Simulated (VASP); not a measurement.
```xyz
6
Lattice="4.8760 0.0000 0.0000 0.0000 4.8760 0.0000 0.0000 0.0000 3.2819" Properties=species:S:1:pos:R:3 pbc="T T T"
Mn     0.0000     0.0000     0.0000
Mn     2.4380     2.4380     1.6410
F      1.4798     1.4798     0.0000
F      3.9178     0.9582     1.6410
F      0.9582     3.9178     1.6410
F      3.3962     3.3962     0.0000
```
Starting moments (μB, in the order of the record's atoms Mn Mn F F F F): 4.5 -4.5 0.0 0.0 0.0 0.0.

Level of theory: AM05 GGA, VASP's PBE PAW potentials (set 64) (plane waves; VASP). Run with 520 eV cut-off, 5×5×8 Γ-centred mesh, tetrahedra with Blöchl corrections, potentials Mn_pv F.

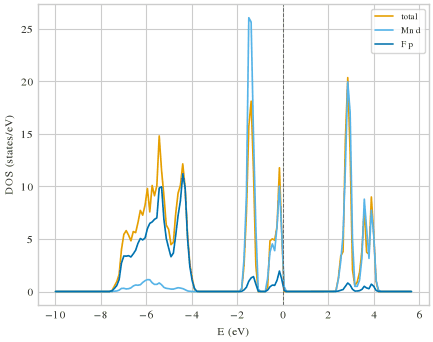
*Total and projected density of states, zero at the valence-band maximum*

Within 2 eV below the valence-band maximum the largest weight inside VASP's projection spheres is Mn d.

It has a band gap.

The compound is MnF2 in the rutile structure. It was relaxed first.
